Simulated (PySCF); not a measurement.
C$_{2}$H$_{5}$N, SMILES `C1NC1`.

Level of theory: PBE/6-31+G* (PySCF), at a geometry from GFN2-xTB. No frequency check shows the geometry to be a minimum.

Input

```python
import numpy as np
from pyscf import gto, scf, dft
from pyscf.prop import nmr
from pyscf.data import nist

def solve(mol, dm0=None, hcore=None):
    mf = (dft.UKS if mol.spin else dft.RKS)(mol, xc='pbe')
    mf.grids.level = 3
    mf.conv_tol, mf.max_cycle = 1e-8, 80
    if hcore is not None:
        mf.get_hcore = lambda *args: hcore
    mf.kernel(dm0)
    if not mf.converged:
        mf = mf.newton().run(mf.mo_coeff, mf.mo_occ, max_cycle=30)
    assert mf.converged, 'SCF not converged'
    return mf

mol = gto.M(atom='''
C      0.73866    -0.39026     0.02705
N     -0.00005     0.83456    -0.16924
C     -0.73862    -0.39032     0.02705
H      1.26289    -0.74603    -0.84918
H      1.26253    -0.55966     0.96120
H     -0.00004     1.45313     0.63604
H     -1.26283    -0.74612    -0.84917
H     -1.26247    -0.55975     0.96121
''', basis='6-31+g*', charge=0, spin=0, verbose=4)
mf = solve(mol)
vxc = nmr.rks.get_vxc_giao  # smaller grid blocks
nmr.rks.get_vxc_giao = lambda *a, **k: vxc(*a, **{**k, 'max_memory': 300})
calc = nmr.RKS(mf)
calc.cphf = True
nuclei = calc.kernel()
mo1 = calc.mo10
# ring centres and points 1 angstrom above and below them
points = np.array([
    [-0.0000, 0.0180, -0.0384],
    [-0.0000, 0.1762, 0.9490],
    [0.0000, -0.1402, -1.0258],
]) / nist.BOHR
mol.atom_coord = lambda i, unit='Bohr': points[i]
idx = range(len(points))
sigma = (calc.dia(shielding_nuc=idx) + calc.para(mo10=mo1, shielding_nuc=idx)[0]) * nist.ALPHA**2 * 1e6
for p, t in zip(points, sigma):
    print('NICS at %8.4f %8.4f %8.4f  %8.2f ppm' % (*(p * nist.BOHR), -t.trace() / 3))
occ = mf.mo_coeff[:, mf.mo_occ > 0]
dm1 = np.array([mf.mo_coeff @ (2 * x) @ occ.T for x in mo1])
np.savez('result.npz', sigma=sigma, nuclei=nuclei, dm0=mf.make_rdm1(), dm1=dm1, e=mf.e_tot, eps=mf.mo_energy, occ=mf.mo_occ)
```

Launched as:

```sh
OMP_NUM_THREADS=1 python input.py
```

The run took 5.2 s on 1 thread of Arm Neoverse V2, with other jobs on the host, peak memory 0.46 GiB.

The script gives the values at the ring points; maps and scans were evaluated afterwards from its response orbitals, outside that time.

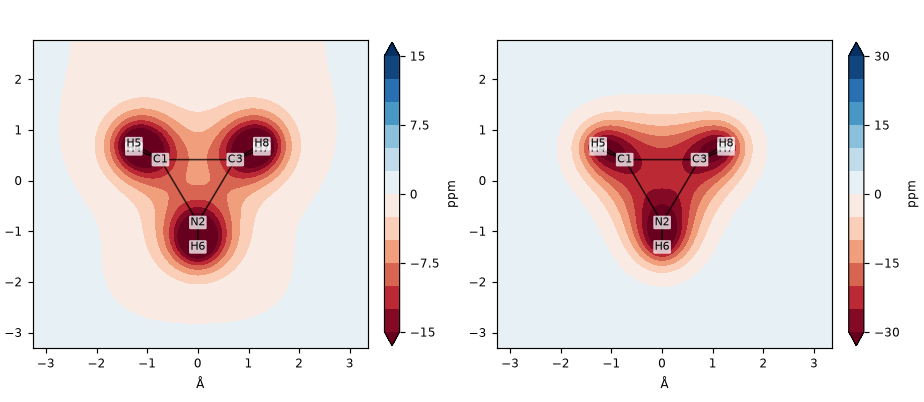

Isotropic NICS 1.0 Å above the plane of the 3-membered ring C1/N2/C3 (left) and NICSzz (the component normal to the ring) 1.0 Å above the plane of the same ring (right); GIAO shieldings; atoms are projected onto the map; negative values mean shielding.

**Is the ring aromatic by this magnetic criterion?**

It is shielded above its centre; its σ bonds alone give such values, so they don't measure π aromaticity: NICS(0) = −45.3, NICS(1) = −7.2, NICS(1)zz = −23.8 ppm.

**What absolute proton shieldings does the same calculation give?**

From 30.4 ppm (H5 and H8) to 32.5 ppm (H6).
